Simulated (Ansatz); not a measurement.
# H₆NPSi: what the fields show

```xyz
9

N    -0.6831    0.8360   -1.6285
Si    0.6341    0.5863   -0.5311
P    -0.2944   -1.0007    1.7296
H    -0.8495    0.2125   -2.4133
H    -1.4029    1.5500   -1.5617
H     0.3456    1.8100    0.3475
H    -1.1858   -1.2005    2.8352
H    -0.2811   -2.3664    1.3266
H     0.8982   -1.0786    2.5034
```

At this geometry the atoms fall into two loosely joined parts.

The calculation used RKS B3LYP/def2-SVP (Ansatz).

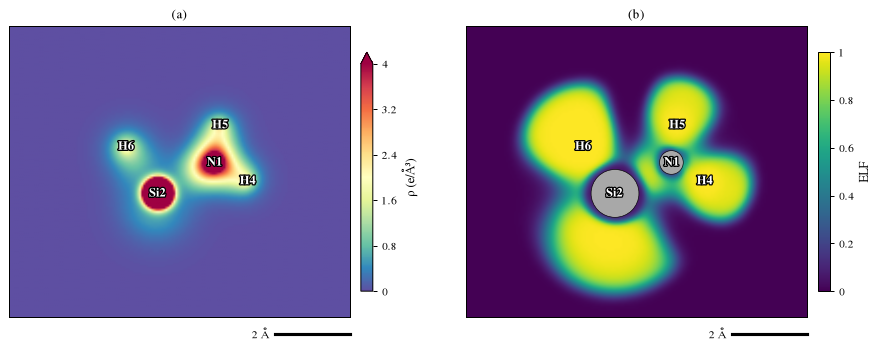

Figure 1. (a) total electron density; (b) electron localisation function on the plane of atoms Si2, N1 and H4. Grey discs cover the atomic cores in the ELF map.

What do the fields say about this system?

Answer. The section cuts through N, Si and H sites.
Si–N (1.73 Å): ρ at the midpoint is about 1 e/Å³; the ELF peaks at about 0.90 between the atoms; a polar covalent bond.
N–H (1.02 Å): ρ at the midpoint is about 2.8 e/Å³; the ELF climbs to about 1 towards the hydrogen, as it does in any bond to H: an ordinary covalent bond to hydrogen.
Si–H (1.53 Å): ρ is about 0.71 e/Å³ halfway; the ELF climbs to about 1 towards the hydrogen.
The ELF also peaks beside Si2, away from the bonds: lone-pair regions.

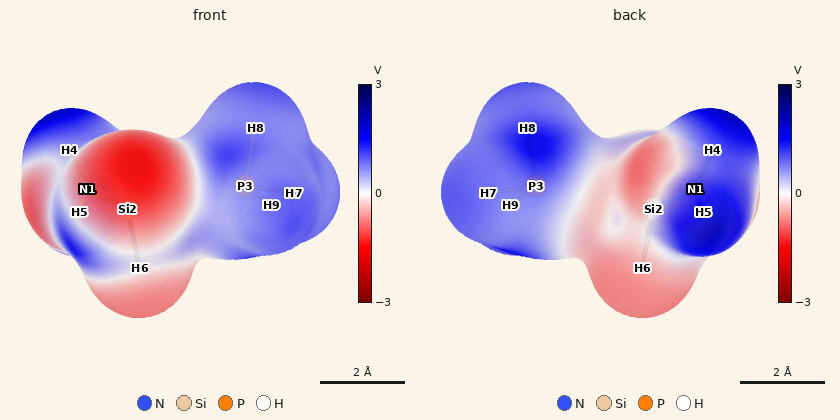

Figure 2. The electrostatic potential painted on the density surface at 0.004 e/bohr³, seen from the front and from behind; red is negative and blue positive.

Which sites attract a positive test charge, and which a negative one?

Answer. A positive charge is drawn to the negative regions and a negative charge to the positive ones. The most negative region (about −1.5 V) lies over Si2, the most positive (about +2.0 V) over H4 and H5.

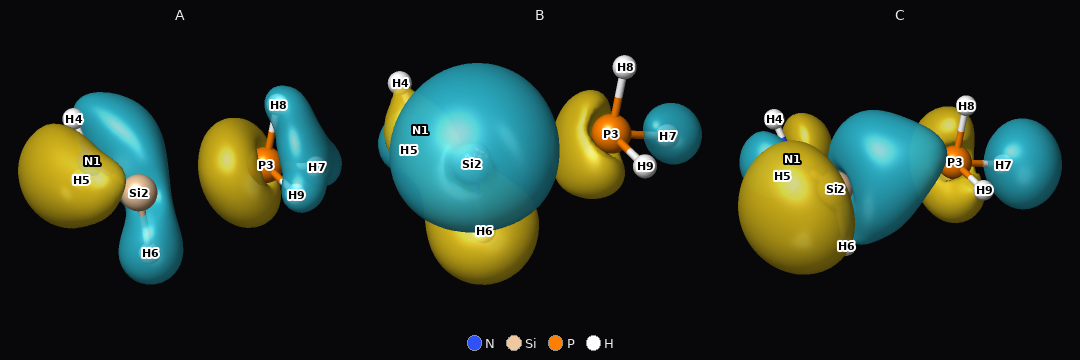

Figure 3. Three frontier orbitals at ±0.08 Å⁻³ᐟ² (yellow and cyan are the two phases), in no order.

Which picture is the HOMO−1, the HOMO and the LUMO?

Answer. A is the HOMO−1 (−7.13 eV). By Hirshfeld shares it lies mainly on N1 (about 55 %) and P3 (about 15 %); largely a combination of lone pairs on N1 and P3. B is the HOMO (−5.52 eV). Its weight (Hirshfeld) is mainly on Si2 (about 70 %), H6 (about 10 %) and P3 (about 10 %). C is the LUMO (−0.83 eV). Its weight (Hirshfeld) is mainly on Si2 (about 55 %), P3 (about 20 %), N1 (about 10 %) and H7 (about 10 %).

What is the HOMO–LUMO gap?

Answer. 4.69 eV between the orbital energies.
